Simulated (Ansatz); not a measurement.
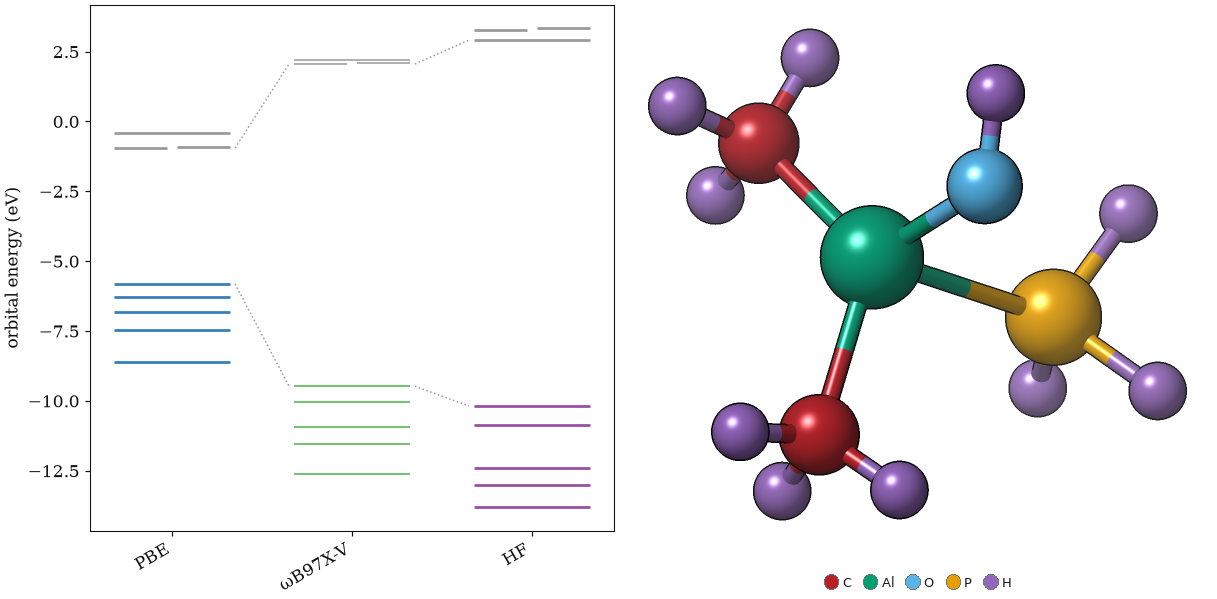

Frontier orbital energies of C₂H₁₀AlOP, SMILES [CH3][Al-]([CH3])([OH])[PH3+], singlet at one geometry, def2-TZVPP, the Ansatz code, at a PBE0-D4/def2-TZVP geometry (a minimum by its frequencies). Empty levels are grey, levels within 0.1 eV stand side by side; all columns show the same few orbitals around the gap. Dotted lines join the HOMOs and the LUMOs.

> Compare the HOMO-LUMO separations.

The separation grows from 4.86 eV (PBE) to 13.09 eV (HF).

```tsv
level	HOMO (eV)	LUMO (eV)	separation (eV)
PBE	−5.82	−0.95	4.86
ωB97X-V	−9.48	2.06	11.53
HF	−10.18	2.91	13.09
```

Limits of at least one run: empty levels above zero depend strongly on the basis.
